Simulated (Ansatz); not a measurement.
# PBE/cc-pVDZ run of C3H7BO (SMILES CB1OC1C)

Aim: the energy change on altering one bond length of C3H7BO at PBE/cc-pVDZ, from 2 runs. 

Program for the calculation: Ansatz 0.2.0.

34 further runs of the same task are left out: 34 set aside as unsound or not needed. Runs told in other sessions of the task aren't counted.

**1. Starting point**

The species is C3H7BO (12 atoms), meant as a singlet with charge 0. SMILES: `CB1OC1C`. The shape is that of a PBE0-D4/def2-TZVP optimisation.

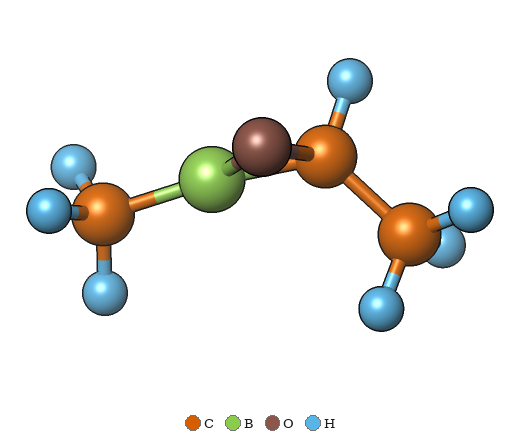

The structure, seen from a chosen angle (carbon orange, boron green, oxygen brown, hydrogen blue).

**2. A single-point energy at PBE/cc-pVDZ**

in.yaml reads:

```yaml
crystal:
  periodic: [false, false, false]
  atoms:
    - {symbol: C, position_ang: [-2.115400, 0.231500, 0.008900]}
    - {symbol: B, position_ang: [-0.616500, 0.286000, 0.375000]}
    - {symbol: O, position_ang: [0.162400, 0.085400, 1.440000]}
    - {symbol: C, position_ang: [0.876400, 0.454200, 0.165400]}
    - {symbol: C, position_ang: [1.795500, -0.603000, -0.363000]}
    - {symbol: H, position_ang: [-2.747100, -0.028900, 0.860100]}
    - {symbol: H, position_ang: [-2.280800, -0.500400, -0.787600]}
    - {symbol: H, position_ang: [-2.443000, 1.195200, -0.392100]}
    - {symbol: H, position_ang: [1.330900, 1.439700, 0.259300]}
    - {symbol: H, position_ang: [1.297300, -1.571500, -0.440800]}
    - {symbol: H, position_ang: [2.679000, -0.722300, 0.271600]}
    - {symbol: H, position_ang: [2.137900, -0.321100, -1.362700]}
basis:
  gaussian: {orbitals: cc-pVDZ}
hamiltonian: {xc: {name: PBE}}
accuracy: high
output: {orbitals: {seedname: orbitals}}
```

Started as:

```sh
$ ansatz run in.yaml --threads 1 --pin off --max-ram 2610MiB --events-out events.jsonl --progress --plain --runs-dir runs
```

The log of the run:

```text
Warning: RAYON_NUM_THREADS=1 ignored (pool sized by the plan → 1); use --threads N
Functional definition: PBE
  name "PBE"
  parameter kappa = 0.804
  parameter beta = 0.06672455060314922
  exchange = pbe_x(kappa = kappa, mu = beta*pi^2/3)
  correlation = pbe_c(beta = beta)
2543 factors; integrals over basis functions are off by at most 3.0e-9 eV
mean field evaluation 1: about -5928.9015 eV, gradient 7.1e1 eV
mean field evaluation 2: about -5915.0294 eV, gradient 1.0e2 eV
mean field evaluation 4: about -5941.0377 eV, gradient 7.9e0 eV
mean field evaluation 8: about -5941.1532 eV, gradient 7.3e-1 eV
mean field evaluation 16: about -5941.1545 eV, gradient 2.4e-5 eV
mean field -5941.15452246 eV, -218.3334016413 hartree, gradient 1.7e-8 eV, S^2 0.000000; 0 other end points of the search recorded, 0 dependent functions left out
reference -5941.15452621 eV, -218.3334017791 hartree; 19, 19 occupied and 86, 86 virtual orbitals, 2543 factors
Total energy: -5941.15452621 eV, -218.3334017791 hartree
```

Wall time 8.4 s (1 thread of Arm Neoverse V2, shared host); peak memory 0.31 GiB.

**3. The distorted shape**

input.yaml reads:

```yaml
crystal:
  periodic: [false, false, false]
  atoms:
    - symbol: C
      position_ang: [-2.864864, 0.204249, -0.174153]
    - symbol: B
      position_ang: [-0.616500, 0.286000, 0.375000]
    - symbol: O
      position_ang: [0.162400, 0.085400, 1.440000]
    - symbol: C
      position_ang: [0.876400, 0.454200, 0.165400]
    - symbol: C
      position_ang: [1.795500, -0.603000, -0.363000]
    - symbol: H
      position_ang: [-3.496564, -0.056151, 0.677047]
    - symbol: H
      position_ang: [-3.030264, -0.527651, -0.970653]
    - symbol: H
      position_ang: [-3.192464, 1.167949, -0.575153]
    - symbol: H
      position_ang: [1.330900, 1.439700, 0.259300]
    - symbol: H
      position_ang: [1.297300, -1.571500, -0.440800]
    - symbol: H
      position_ang: [2.679000, -0.722300, 0.271600]
    - symbol: H
      position_ang: [2.137900, -0.321100, -1.362700]
basis:
  gaussian: {orbitals: cc-pVDZ}
accuracy: high
hamiltonian: {xc: pbe}
output: {orbitals: {seedname: orbitals}}
total_charge: 0
```

Started as:

```sh
$ ansatz run input.yaml --threads 1 --pin off --max-ram 2610MiB --events-out events.jsonl --progress --plain --runs-dir runs
```

The log of the run:

```text
Warning: RAYON_NUM_THREADS=1 ignored (pool sized by the plan → 1); use --threads N
Functional definition: PBE
  name "PBE"
  parameter kappa = 0.804
  parameter beta = 0.06672455060314922
  exchange = pbe_x(kappa = kappa, mu = beta*pi^2/3)
  correlation = pbe_c(beta = beta)
2537 factors; integrals over basis functions are off by at most 6.0e-9 eV
mean field evaluation 1: about -5925.4394 eV, gradient 7.3e1 eV
mean field evaluation 2: about -5897.2195 eV, gradient 1.2e2 eV
mean field evaluation 4: about -5938.2894 eV, gradient 1.3e1 eV
mean field evaluation 8: about -5938.6449 eV, gradient 5.9e-1 eV
mean field evaluation 16: about -5938.6404 eV, gradient 4.3e-5 eV
mean field -5938.64041600 eV, -218.2410099328 hartree, gradient 2.4e-8 eV, S^2 0.000000; 0 other end points of the search recorded, 0 dependent functions left out
reference -5938.64041987 eV, -218.2410100753 hartree; 19, 19 occupied and 86, 86 virtual orbitals, 2537 factors
Total energy: -5938.64041987 eV, -218.2410100753 hartree
```

Wall time 8.4 s (1 thread of Arm Neoverse V2, shared host); peak memory 0.3 GiB.

**4. Results**

At PBE/cc-pVDZ:

| quantity | value |
| --- | --- |
| first shape: total energy | -218.33340 Eh |
| first shape: HOMO energy | -5.94 eV |
| first shape: LUMO energy | -0.44 eV |
| first shape: HOMO–LUMO gap | 5.50 eV |
| distorted shape: total energy | -218.24101 Eh |
| distorted shape: HOMO energy | -6.10 eV |
| distorted shape: LUMO energy | -1.31 eV |
| distorted shape: HOMO–LUMO gap | 4.79 eV |
| energy change with the C1–B2 bond stretched from 1.544 to 2.316 Å | 2.514 eV |

With the C1–B2 bond stretched from 1.544 to 2.316 Å the energy rises by 2.51 eV (243 kJ/mol). The first shape isn't relaxed at this level, so the change isn't measured from a minimum.
